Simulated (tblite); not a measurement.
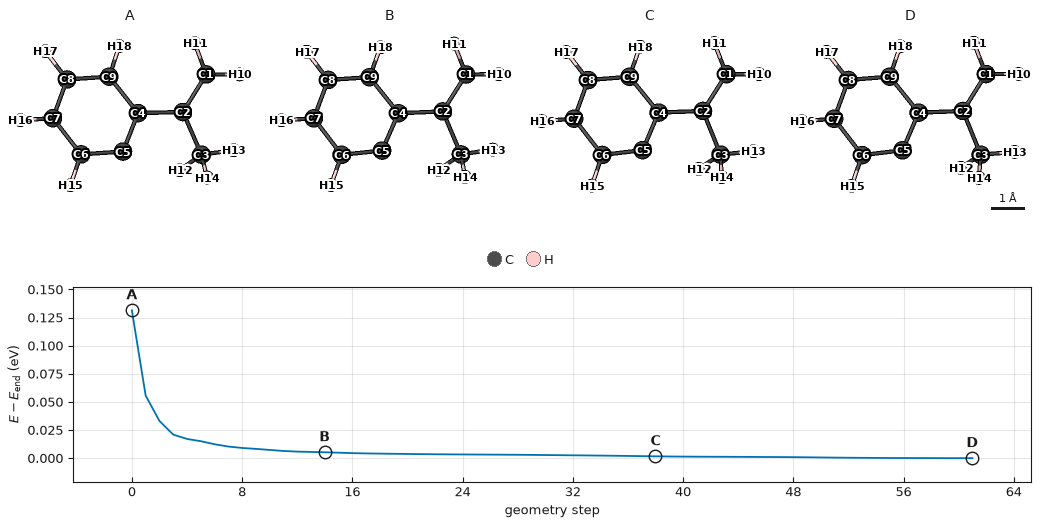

Frames of a relaxation of C9H9 (multiplicity 2), marked on the history of the run. The picture is a ball-and-stick view, seen at a tilt.

Level of theory: tblite, GFN2-xTB geometry optimisation, gas phase. 

Question: Describe the path.

Answer: The energy falls by 0.131 eV in 61 geometry steps. The atom that moves furthest after the best rigid fit is H14 (0.25 Å). Largest moves by element: H 0.25 Å, C 0.06 Å. Near-neighbour distances that change, for instance: C5–C6 1.389 → 1.360 Å, C4–C5 1.398 → 1.374 Å, C8–C9 1.403 → 1.382 Å, C1–H10 1.097 → 1.077 Å. Among the angles between lasting bonds that change: C4–C5–C6 121.7° → 126.0°, H13–C3–H14 106.3° → 109.4°, C5–C6–C7 120.1° → 117.5°. From step 0 to 14: H14 moves most (0.07 Å), energy −0.126 eV. From step 14 to 38: H14 moves most (0.11 Å), energy −0.004 eV. From step 38 to 61: H13 moves most (0.11 Å), energy −0.002 eV.

```tsv
step	E − E(0), eV
0	0.0000
1	-0.0758
2	-0.0983
3	-0.1105
4	-0.1143
5	-0.1164
6	-0.1191
7	-0.1211
8	-0.1224
9	-0.1232
10	-0.1241
13	-0.1259
15	-0.1266
18	-0.1274
21	-0.1279
23	-0.1281
26	-0.1283
29	-0.1285
31	-0.1288
34	-0.1291
37	-0.1296
40	-0.1300
42	-0.1302
45	-0.1303
48	-0.1306
50	-0.1308
53	-0.1311
56	-0.1313
58	-0.1314
61	-0.1315
```
